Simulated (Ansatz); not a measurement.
Crystal: Pt, coordinates from a relaxation with DFT PBE+D3(BJ), scalar-relativistic, plane waves, PAW in Ansatz.

```xyz
4
Lattice="3.9284 0.0000 0.0000 0.0000 3.9284 0.0000 0.0000 0.0000 3.9284" Properties=species:S:1:pos:R:3 pbc="T T T"
Pt    0.0000    0.0000    0.0000
Pt    0.0000    1.9642    1.9642
Pt    1.9642    0.0000    1.9642
Pt    1.9642    1.9642    0.0000
```

**What does its first Brillouin zone look like, and which path through it is standard?**

It has a face-centred cubic lattice (cF; extended symbol cF2). The zone is a truncated octahedron in its combinatorial type: 14 faces (6 with 4 edges, 8 with 6 edges), 36 edges, 24 vertices. Path: Γ–X–U | K–Γ–L–W–X.

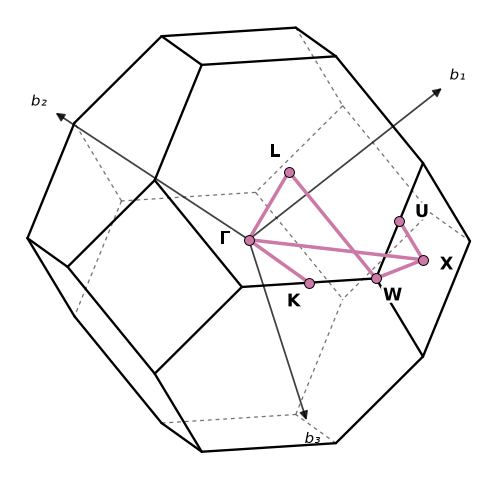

Labels and path follow the convention of Hinuma et al. (2017), as computed by seekpath; the arrows show the directions of the reciprocal primitive vectors b₁, b₂, b₃, in which coordinates are given; lengths include the factor 2π.

| point | k₁ | k₂ | k₃ | length of k (1/Å) |
| --- | --- | --- | --- | --- |
| Γ | 0 | 0 | 0 | 0.000 |
| X | 1/2 | 0 | 1/2 | 1.599 |
| L | 1/2 | 1/2 | 1/2 | 1.385 |
| W | 1/2 | 1/4 | 3/4 | 1.788 |
| K | 3/8 | 3/8 | 3/4 | 1.696 |
| U | 5/8 | 1/4 | 5/8 | 1.696 |
